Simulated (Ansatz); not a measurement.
# SbP (model cell, started as layered BN type): following an unstable mode, part 2 of 2

Aim: this structure of SbP (model cell, started as layered BN type) is to be tested for unstable modes, and one is followed downhill.

Ansatz 0.2.0; DFT LDA, scalar-relativistic, plane waves, PAW.

So far. Step 4 (The mode frozen in, largest atomic shift 0.14 Å): The run ends at a pressure of 0.80 GPa, with forces up to 0.097 eV/Å. Step 5 (Energy along the mode, all amplitudes (two of the runs …): The lowest of the steps tried is at 0.14 Å, 10.8 meV/atom below the parent; the bottom of the well need not coincide with a step.

The structure was built from a prototype and need not be the compound's stable phase.

## 6. Relaxation from the frozen mode

Starting from the lowest point found, all atoms and the cell are let go, so that strain and other modes of the same symmetry can join in.

The input, input.yaml:

```yaml
crystal:
  lattice:
    - [4.6517605951, -3.0644e-06, 0.0]
    - [-2.3258776437, 4.0285443799, 0.0]
    - [0.0, 0.0, 5.5486638842]
  atoms:
    - { symbol: Sb, position: [0.3333333333, 0.6666666667, 0.2435815681] }
    - { symbol: Sb, position: [0.6666666667, 0.3333333333, 0.7435815681] }
    - { symbol: P, position: [0.6666666667, 0.3333333333, 0.2752312994] }
    - { symbol: P, position: [0.3333333333, 0.6666666667, 0.7752312994] }
kpoints:
  mp_grid: { grid: [10, 10, 6] }
hamiltonian:
  xc: lda
scf:
  occupations: { method: methfessel_paxton, width: 0.15 }
output:
  forces: true
  stress: true
  eigenvalues: true
relax:
  adjacent_minimum: "off"
  f_tol: 0.002
  max_steps: 120
  cell: { stress_tol: 0.03 }
```

The run is started by

```bash
> ansatz run input.yaml --threads 4 --pin off --max-ram 7168MiB --backend cpu --events-out ev --progress --plain --runs-dir out
```

Numbers of over 12 decimals in the logs are rounded to 6 here.

What it wrote:

```text
[...]
Crystal: 4 atoms, lattice volume = 103.981 Å³
Basis set: ecut = 420 eV, 2029 PW (Γ)
Bands: 24, of which v1, the nominal top of the filled ones, is band 20 counted from 1 (19 counted from 0)
Symmetry: 12 space group operations
[...]
k-points: 56 of 600 (time reversal used)
[...]
SCF iter   1: F=—  HF=-14122.390491 eV  |F-HF|=—  |Δ(HF+E_count)|=         —  Δρ=6.61e-3  dr2=4.53e-2  ethr=1.77e-3  ⟨swp⟩=6.7  Hψ=6638  notcnv=0
[...]
SCF iter   7: F=-14122.373125 eV  HF=-14122.373125 eV  |F-HF|=1.98e-9  |Δ(HF+E_count)|=   3.56e-8  S|Δr|=    0.00e0  Δρ=2.15e-6  dr2=7.21e-9  ethr=2.50e-10  ⟨swp⟩=7.4  Hψ=6247  notcnv=0
SCF 1 converged in 7 iterations: F = -14122.373125 eV  dr2 = 7.21e-9
[...]
relax step   1: F+E_penalty+E_count = -14122.37312507 eV  Δ(F+E_penalty+E_count) = +0.000e0 eV  max|allowed force component| = 9.720e-2 eV/Å  Δτ_max = 0.0000 Å  P = +0.804 GPa  Ω = 103.981 Å³  (7 SCF iters, dr2 threshold 1.00e-7 eV, accepted)
Crystal: 4 atoms, lattice volume = 107.043 Å³
Basis set: ecut = 420 eV, 2125 PW (Γ)
[...]
iter 1 solved again at ethr=1.10e-5 eV; its pass at ethr=3.10e-3 eV (dr2=4.39e-3 eV) is discarded
[...]
SCF iter   5: F=-14122.385623 eV  HF=-14122.385623 eV  |F-HF|=1.34e-7  |Δ(HF+E_count)|=   8.96e-7  S|Δr|=    0.00e0  Δρ=1.24e-5  dr2=3.24e-7  ethr=1.00e-9  ⟨swp⟩=9.1  Hψ=6723  notcnv=0
SCF 2 converged in 5 iterations: F = -14122.385623 eV  dr2 = 3.24e-7
relax step   2: F+E_penalty+E_count = -14122.38562305 eV  Δ(F+E_penalty+E_count) = -1.250e-2 eV  max|allowed force component| = 9.678e-2 eV/Å  Δτ_max = 0.0279 Å  P = -0.376 GPa  Ω = 107.043 Å³  energy of the carried Pulay correction = -7.746e-4 eV  (5 SCF iters, dr2 threshold 4.00e-7 eV, accepted)
Crystal: 4 atoms, lattice volume = 106.622 Å³
Basis set: ecut = 420 eV, 2101 PW (Γ)
[...]
SCF iter   1: F=—  HF=-14122.388248 eV  |F-HF|=—  |Δ(HF+E_count)|=         —  Δρ=2.75e-4  dr2=1.03e-4  ethr=1.12e-7  ⟨swp⟩=3.7  Hψ=9053  notcnv=0
eigensolver tolerance schedule calibrated: the retry pair's looser diagonalisation under-reported the residual by θ = 0.56 (0.13/decade); ethr = c·dr2/N_el runs at the constant in force after the calibration composes with the one it found (an armed cap, an earlier calibration), c = 6.3e-2
[...]
SCF iter   2: F=—  HF=-14122.388217 eV  |F-HF|=—  |Δ(HF+E_count)|=   3.13e-5  S|Δr|=    0.00e0  Δρ=1.03e-4  dr2=1.48e-5  ethr=1.12e-7  ⟨swp⟩=2.8  Hψ=2662  notcnv=0
[...]
SCF iter   4: F=-14122.388212 eV  HF=-14122.388212 eV  |F-HF|=4.01e-8  |Δ(HF+E_count)|=   2.36e-7  S|Δr|=    0.00e0  Δρ=6.19e-6  dr2=6.61e-8  ethr=6.25e-10  ⟨swp⟩=7.4  Hψ=6450  notcnv=0
SCF 3 converged in 4 iterations: F = -14122.388212 eV  dr2 = 6.61e-8
[...]
relax step   3: F+E_penalty+E_count = -14122.38821163 eV  Δ(F+E_penalty+E_count) = -2.589e-3 eV  max|allowed force component| = 6.566e-2 eV/Å  Δτ_max = 0.0005 Å  P = -0.159 GPa  Ω = 106.622 Å³  energy of the carried Pulay correction = -6.694e-4 eV  (4 SCF iters, dr2 threshold 4.00e-7 eV, accepted)
[...]
relax step   4: F+E_penalty+E_count = -14122.38936228 eV  Δ(F+E_penalty+E_count) = -1.151e-3 eV  max|allowed force component| = 1.455e-2 eV/Å  Δτ_max = 0.0049 Å  P = -0.002 GPa  Ω = 106.519 Å³  energy of the carried Pulay correction = -6.436e-4 eV  (4 SCF iters, dr2 threshold 4.00e-7 eV, accepted)
[...]
relax step   5: F+E_penalty+E_count = -14122.38941938 eV  Δ(F+E_penalty+E_count) = -5.710e-5 eV  max|allowed force component| = 7.919e-4 eV/Å  Δτ_max = 0.0026 Å  P = +0.002 GPa  Ω = 106.610 Å³  energy of the carried Pulay correction = -6.666e-4 eV  (4 SCF iters, dr2 threshold 1.32e-8 eV, accepted)
[...]
SCF iter   1: F=—  HF=-14122.390150 eV  |F-HF|=—  |Δ(HF+E_count)|=         —  Δρ=3.09e-5  dr2=1.32e-7  ethr=5.16e-7  ⟨swp⟩=3.8  Hψ=10322  notcnv=0
eigensolver tolerance schedule: the retry pair's looser diagonalisation over-reported the residual by 1557.42 of it (diagonalisation noise at 0.35 of the residual, at the tolerance the schedule requests for it); recorded, not acted on — ethr = c·dr2/N_el stays at c = 1.0e-1
SCF iter   2: F=—  HF=-14122.390149 eV  |F-HF|=—  |Δ(HF+E_count)|=   5.81e-7  S|Δr|=    0.00e0  Δρ=5.67e-6  dr2=1.87e-8  ethr=3.31e-10  ⟨swp⟩=3.8  Hψ=3769  notcnv=0
[...]
SCF iter   5: F=-14122.390149 eV  HF=-14122.390149 eV  |F-HF|=1.82e-12  |Δ(HF+E_count)|=  1.27e-11  S|Δr|=    0.00e0  Δρ=6.79e-8  dr2=6.56e-12  ethr=1.00e-12  ⟨swp⟩=8.5  Hψ=7891  notcnv=0
SCF 6 converged in 5 iterations: F = -14122.390149 eV  dr2 = 6.56e-12
relax step   6: F+E_penalty+E_count = -14122.39014905 eV  Δ(F+E_penalty+E_count) = -7.297e-4 eV  max|allowed force component| = 9.610e-4 eV/Å  Δτ_max = 0.0000 Å  P = +0.006 GPa  Ω = 106.610 Å³  stress off target by 7.13e-3 GPa  SCF on the basis re-selected at this cell (its energy is not comparable with the rows above)  (5 SCF iters)
basis re-selected at this cell: Δ(F+E_penalty+E_count) = -7.297e-4 eV, ΔP = +0.004 GPa vs the last step (what re-selecting the basis moved, of the pressure what is left beyond the Pulay correction that the steps carried, after the strain that the cell walked since its last selection, with what the two solves' SCF thresholds leave and, on support functions, any second-order correction that the steps lacked; it is no m [...]
SCF converged after 5 iterations
[...]
Free energy (F): -14122.390149 eV
[...]
Internal energy: -14122.388800 eV  (E = F + TS)
E sigma→0 (E₀):  -14122.389812 eV
Entropy (-TS):   -0.001349 eV (-0.337 meV/atom)
Fermi energy:    7.926471 eV
Step filling:    the computed levels leave a gap of 0.0198 eV = 0.1 smearing widths at the electron count; against every level under it full and every level over it empty, smearing changes F+E_penalty+E_count by -0.500 meV and its σ→0 estimate by -0.163 meV
[...]
--- Forces (eV/Å), atoms counted from 1 ---
  atom   1  Sb     0.00000000     0.00000000    -0.00096053
  atom   2  Sb    -0.00000000    -0.00000000    -0.00096053
  atom   3  P     -0.00000000    -0.00000000     0.00096157
  atom   4  P      0.00000000     0.00000000     0.00096157
  max |Σ_I F_I| component: 2.07e-6 eV/Å
--- Stress (GPa, compression-positive) ---
        0.005192       0.000000       0.000000
        0.000000       0.005192       0.000000
        0.000000       0.000000       0.007131
  P = ⅓ Tr σ = 0.0058 GPa (0.058 kbar)
--- Band table (eV; the first three rows and the last of 56) ---
  k-point 0: bands = [... 16 lower, 3.5756, 5.5099, 5.7151, 5.7151, 7.5933, 7.5933, 10.2314, 10.2314]
  k-point 1: bands = [... 16 lower, 3.5827, 5.4885, 5.4885, 6.3627, 7.7068, 7.7068, 9.9163, 9.9163]
  k-point 2: bands = [... 16 lower, 3.9595, 4.9615, 4.9615, 7.2799, 8.0418, 8.0418, 9.1825, 9.2504]
  k-point 55: bands = [... 16 lower, 6.0492, 6.0492, 8.0575, 8.0575, 8.3568, 8.3568, 9.3364, 9.3364]
--- Relaxed structure (5 steps of the walk, 5 accepted, 1 SCFs on fresh bases) ---
  F+E_penalty+E_count = -14122.39014905 eV   max|allowed force component| = 9.610e-4 eV/Å   (the final SCF, on the basis selected at the relaxed cell)
  cell:  # Å, volume = 106.6104 Å³
    - [4.668750, -3.0755929909468287e-6, 5.392547110483807e-18]
    - [-2.334372, 4.043258, -2.732745112878075e-18]
    - [6.432280989112699e-18, 0, 5.647650]
  atoms:
    - { symbol: Sb, position: [0.333333, 0.666667, 0.237303] }
    - { symbol: Sb, position: [0.666667, 0.333333, 0.737303] }
    - { symbol: P, position: [0.666667, 0.333333, 0.281510] }
    - { symbol: P, position: [0.333333, 0.666667, 0.781510] }
```

Wall time 39 s (4 threads of Arm Neoverse N1, shared host); peak memory 0.46 GiB.

Relaxation path:

```
step  energy less that of the first step (eV)  largest force component (eV/Å)  pressure (GPa)  volume (Å³)
   1                                   0.0000                          0.0972            0.80       103.98
   2                                  -0.0125                          0.0968           -0.38       107.04
   3                                  -0.0151                          0.0657           -0.16       106.62
   4                                  -0.0162                          0.0145            0.00       106.52
   5                                  -0.0163                          0.0008            0.00       106.61
  6*                                  -0.0170                          0.0010            0.01       106.61
```

Relaxation steps marked * repeat the geometry before them on a plane-wave basis chosen anew for their cell, so energy and pressure can jump there.

Forces are held to the 12 operations that the run works with; a distortion that breaks them can't arise in this run.

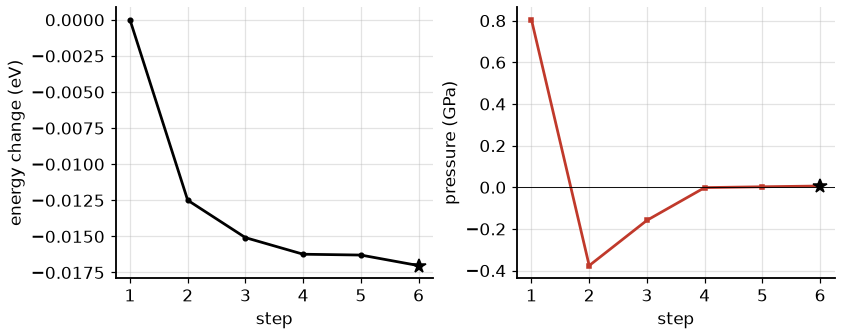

Energy and pressure along the relaxation. Stars mark steps on a basis chosen anew.

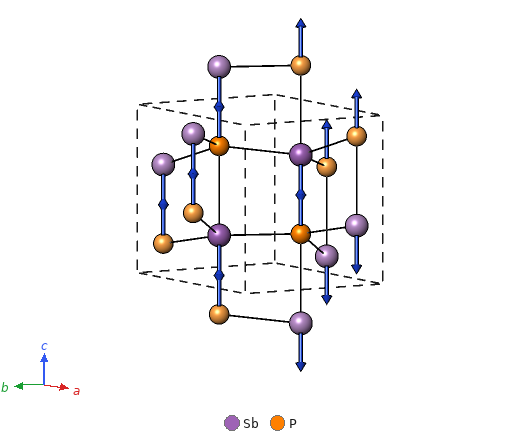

Displacements in the relaxation, exaggerated, measured against the changing cell; the longest in the cell stands for 0.04 Å. Some periodic images of atoms are drawn too.

```
conventional cell, symmetrised  before  after  change
                         a (Å)   4.652  4.669  +0.4 %
                         b (Å)   4.652  4.669  +0.4 %
                         c (Å)   5.549  5.648  +1.8 %
              volume (Å³/atom)   26.00  26.65  +2.5 %
```

The atoms that moved most (Å, as changes of fractional coordinates times the final cell):

```
atom     dx     dy      dz  length
 Sb1  0.000  0.000  -0.035   0.035
  P3  0.000  0.000   0.035   0.035
  P4  0.000  0.000   0.035   0.035
 Sb2  0.000  0.000  -0.035   0.035
```

Numbers from this step:

| Item | Value |
| --- | --- |
| pressure | 0.005838 GPa |
| volume per atom | 26.65 Å³ |

The distorted start has space group P6_3mc; the relaxation ends in P6_3mc.

## 7. The new phase in its own primitive cell

The relaxed structure is symmetrised, reduced to its primitive cell and relaxed tightly, as its phonons need.

The input, input.yaml:

```yaml
crystal:
  lattice:
    - [4.668750019, 0.0, 0.0]
    - [-2.3343750095, 4.0432561204, 0.0]
    - [0.0, 0.0, 5.6476499353]
  atoms:
    - { symbol: Sb, position: [0.3333333333, 0.6666666667, 0.2373033146] }
    - { symbol: Sb, position: [0.6666666667, 0.3333333333, 0.7373033146] }
    - { symbol: P, position: [0.6666666667, 0.3333333333, 0.2815095529] }
    - { symbol: P, position: [0.3333333333, 0.6666666667, 0.7815095529] }
kpoints:
  mp_grid: { grid: [9, 9, 8] }
hamiltonian:
  xc: lda
scf:
  occupations: { method: methfessel_paxton, width: 0.15 }
output:
  forces: true
  stress: true
  eigenvalues: true
relax:
  adjacent_minimum: "off"
  f_tol: 0.001
  max_steps: 60
  cell: { stress_tol: 0.01 }
```

What it wrote:

```text
[...]
Crystal: 4 atoms, lattice volume = 106.610 Å³
Basis set: ecut = 420 eV, 2101 PW (Γ)
Bands: 24, of which v1, the nominal top of the filled ones, is band 20 counted from 1 (19 counted from 0)
Symmetry: 12 space group operations
[...]
k-points: 60 of 648 (time reversal used)
[...]
cell:  # Å, volume = 107.2010 Å³
    - [4.672468, 0, 1.227558789626311e-18]
    - [-2.336234, 4.046476, -6.137793948131608e-19]
    - [1.4849418560798942e-18, 0, 5.669903]
  atoms:
    - { symbol: Sb, position: [0.333333, 0.666667, 0.235845] }
    - { symbol: Sb, position: [0.666667, 0.333333, 0.735845] }
    - { symbol: P, position: [0.666667, 0.333333, 0.282968] }
    - { symbol: P, position: [0.333333, 0.666667, 0.782968] }
[key lines of the parts left out:]
SCF converged after 6 iterations
Free energy (F): -14122.383565 eV
Fermi energy:    7.857904 eV
P = ⅓ Tr σ = 0.0008 GPa (0.008 kbar)
```

The job ended after 42 s (4 threads; peak memory 0.46 GiB; 2.7 min of CPU time).

Step by step:

```
step  energy less that of the first step (eV)  largest force component (eV/Å)  pressure (GPa)  volume (Å³)
   1                                   0.0000                          0.0326            0.13       106.61
   2                                  -0.0004                          0.0123           -0.06       107.35
   3                                  -0.0007                          0.0072           -0.03       107.24
   4                                  -0.0007                          0.0029           -0.01       107.20
   5                                  -0.0007                          0.0001            0.00       107.20
  6*                                  -0.0009                          0.0002            0.00       107.20
```

Relaxation steps marked * repeat the geometry before them on a plane-wave basis chosen anew for their cell, so energy and pressure can jump there.

Forces are held to the 12 operations that the run works with; a distortion that breaks them can't arise in this run.

```
conventional cell, symmetrised  before  after  change
                         a (Å)   4.669  4.672  +0.1 %
                         b (Å)   4.669  4.672  +0.1 %
                         c (Å)   5.648  5.670  +0.4 %
              volume (Å³/atom)   26.65  26.80  +0.6 %
```

Final coordinates:

```xyz
4
Lattice="4.6725 0.0000 0.0000 -2.3362 4.0465 0.0000 0.0000 0.0000 5.6699" Properties=species:S:1:pos:R:3 pbc="T T T"
Sb    0.0000    2.6977    1.3372
Sb    2.3362    1.3488    4.1722
P     2.3362    1.3488    1.6044
P     0.0000    2.6977    4.4394
```

Numbers from this step:

```
pressure        : 7.67e-4 GPa
volume per atom : 26.80 Å³
```

The largest force component left is 0.18 meV/Å and the pressure is 0.001 GPa, within the tolerances set. The cell now holds 26.80 Å³/atom.

## 8. Modes of the new phase, k-mesh 9×9×8

A relaxed structure may still be a saddle point, so its zone-centre modes are computed. No field response is asked, since the mesh shows no gap.

input.yaml, the sections that differ from step 7:

```yaml
crystal:
  lattice:
    - [4.6724678166, 0.0, 0.0]
    - [-2.3362339083, 4.0464758275, 0.0]
    - [0.0, 0.0, 5.669902959]
  atoms:
    - { symbol: Sb, position: [0.3333333333, 0.6666666667, 0.2358450737] }
    - { symbol: Sb, position: [0.6666666667, 0.3333333333, 0.7358450737] }
    - { symbol: P, position: [0.6666666667, 0.3333333333, 0.2829677938] }
    - { symbol: P, position: [0.3333333333, 0.6666666667, 0.7829677938] }
output:
  eigenvalues: true
phonons:
  method: dfpt
# kpoints, hamiltonian, scf: as in step 7
# relax: removed
```

What it wrote:

```text
[...]
Crystal: 4 atoms, lattice volume = 107.201 Å³
Basis set: ecut = 420 eV, 2125 PW (Γ), exchange–correlation on 64×64×80 points (8 copies of the dense FFT grid, shifted against one another)
Bands: 24, of which v1, the nominal top of the filled ones, is band 20 counted from 1 (19 counted from 0)
Symmetry: 12 space group operations
k-points: 185 of 648 (irreducible under 2 space group operations, time reversal used)
[...]
SCF iter   1: F=—  HF=-14122.400882 eV  |F-HF|=—  |Δ(HF+E_count)|=         —  Δρ=6.43e-3  dr2=4.41e-2  ethr=1.77e-3  ⟨swp⟩=8.3  Hψ=50434  notcnv=0
[...]
SCF iter   9: F=-14122.383567 eV  HF=-14122.383567 eV  |F-HF|=1.82e-12  |Δ(HF+E_count)|=  1.11e-10  S|Δr|=    0.00e0  Δρ=8.29e-8  dr2=7.84e-12  ethr=1.00e-12  ⟨swp⟩=14.1  Hψ=32330  notcnv=0
SCF 1 converged in 9 iterations: F = -14122.383567 eV  dr2 = 7.84e-12
[...]
DFPT response loops at Γ: preconditioner auto → Kerker (q_TF=auto, 2.315 Å⁻¹) (partly filled bands, converged f_vac=0.054); β = 1.00, the filter's whole step (`scf.mixing.beta` (0.50) is not read by the response loops under this deck's `scf.mixing.preconditioner`; to damp them name `kerker` or `kerker_dos`, under which they read `scf.mixing.beta`, and type it under 1.00, their step now; both keys bind the ground state too); Broyden in place of MSR1
SCF converged after 9 iterations
[...]
Free energy (F): -14122.383567 eV
[...]
Internal energy: -14122.384640 eV  (E = F + TS)
E sigma→0 (E₀):  -14122.383835 eV
Entropy (-TS):   0.001073 eV (0.268 meV/atom)
Fermi energy:    7.857904 eV
[...]
--- Band table (eV; the first three rows and the last of 185) ---
  k-point 0: bands = [... 16 lower, 3.4816, 5.4540, 5.6583, 5.6583, 7.5319, 7.5319, 10.1557, 10.1557, ... 4 higher]
  k-point 1: bands = [... 16 lower, 3.4991, 5.5271, 5.5271, 5.9742, 7.5981, 7.5981, 9.9729, 9.9729, ... 4 higher]
  k-point 2: bands = [... 16 lower, 3.6759, 5.1913, 5.1913, 6.8966, 7.7918, 7.7918, 9.5340, 9.5340, ... 4 higher]
  k-point 184: bands = [... 16 lower, 5.6021, 5.6021, 7.1882, 7.1882, 8.4540, 8.4540, 9.2642, 9.2642, ... 4 higher]
--- Phonons (Γ-DFPT): 4 representative perturbations + reference, on 185 of 648 k-points (Σ response iterations 12) ---
  k mesh reduced under 2 symmetry operations, with k and −k counted as one. Each operation leaves every solved perturbation unchanged. A smaller set is not used because it would not reduce the number of displacements times k-points to solve
  ASR residual: 3.189e-5 → 0.000e0 eV/Å²; symmetrization residual: 3.182e-5 eV/Å²
  ASR residual per site (eV/Å²): 3.19e-5 3.19e-5 2.45e-5 2.45e-5
[...]
non-analytic LO–TO correction: not included (Born effective charges unavailable; polar crystals: no LO–TO splitting at Γ)
```

Wall time 2 min (4 threads); peak memory 1.9 GiB; 7.7 min of CPU time.

Numbers from this step:

```yaml
sum_rule_residual_before_enforcement: 3.19e-5 eV/Å²
point_group: 6mm
highest_optical_mode_at_the_zone_centre_no_lo_to_term: 284.8 cm⁻¹
lowest_optical_zone_centre_mode: 15.44 cm⁻¹
```

Patterns of degenerate modes are one choice out of their space. Modes at Γ, with each element's share of the kinetic energy:

```
mode  frequency (cm⁻¹)  symmetry  Sb %  P %
   1               0.0  acoustic    80   20
   2               0.0  acoustic    80   20
   3               0.0  acoustic    80   20
   4              15.4        E2   100    0
   5              15.4        E2   100    0
   6             102.5        E2     0  100
   7             102.5        E2     0  100
   8             115.4        B1    91    9
   9             194.6        E1    20   80
  10             194.6        E1    20   80
  11             216.8        A1    20   80
  12             284.8        B1     9   91
```

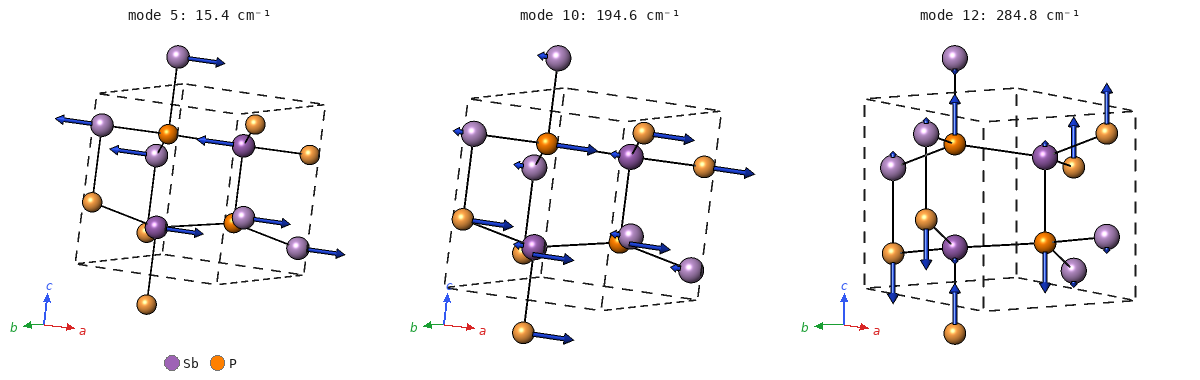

Displacement patterns of modes 5, 10 and 12 at Γ; arrows are exaggerated. Some periodic images of atoms are drawn too.

Before it was imposed, the acoustic sum rule was missed by 3.2e-5 eV/Å². Small misses are needed for a sound result but don't prove that mesh and cutoff are converged. The lowest optical mode is real, 15.4 cm⁻¹.

## 9. What came out

```
unstable mode of the parent                                                      : q = (0, 0, 0), 166i cm⁻¹
depth at the lowest point sampled                                                : 10.8 meV/atom
largest atomic shift at that point                                               : 0.14 Å
space group reached (within 0.01 Å)                                              : P6_3mc
energy gained over the parent (first relaxation, on the mesh of the frozen mode) : 15.0 meV/atom
volume per atom, phase reached                                                   : 26.8 Å³
lowest optical zone-centre mode, phase reached                                   : 15.4 cm⁻¹
highest optical mode at the zone centre (no LO-TO term), phase reached           : 285 cm⁻¹
```

**Reading.** Along this mode the structure falls into P6_3mc, 15.0 meV/atom below the parent. At the parent's cell the well is 10.81 meV/atom deep on the steps tried, with its lowest point at a shift of 0.14 Å. Relaxing atoms and cell changes the gain by +4.21 meV/atom against the lowest step (energies at zero smearing). The new phase has no imaginary mode at the zone centre of its cell; other wavevectors were not checked. Of the 2 patterns followed to their end from this parent, this one ends 210 meV/atom above the lowest, Fm-3m. Each path keeps the symmetry of its pattern, so a lower phase may lie along a pattern not tried. The q mesh is too sparse to interpolate, so only the solved wavevectors are given. Where the functional closes the gap at Γ, the partly filled states at that one point of a Γ-centred mesh soften the zone-centre modes by up to a few per cent. With no gap, or one that is small against the smearing, the frequencies hang on the k mesh and the smearing, most of all near Kohn anomalies. A semilocal functional can close a gap that the real compound would have, so the metallic treatment may be an artefact of the level. Spin-orbit coupling is left out, which can matter for the heavy elements here. A phonon run warned that its eigensolver left some bands unconverged in a pass. The starting cell was built on a prototype and not taken from a measurement, so the phase need not exist.

[Logs are printed without paths, hosts, clocks, repeated set-up lines and the standing remarks that a program may print on its own settings, such as how far it seeks lower states.]

[Hosts, paths, dates, database ids (printed as entryN), source tags and the programs' standing remarks are cut or masked in the printed files.]
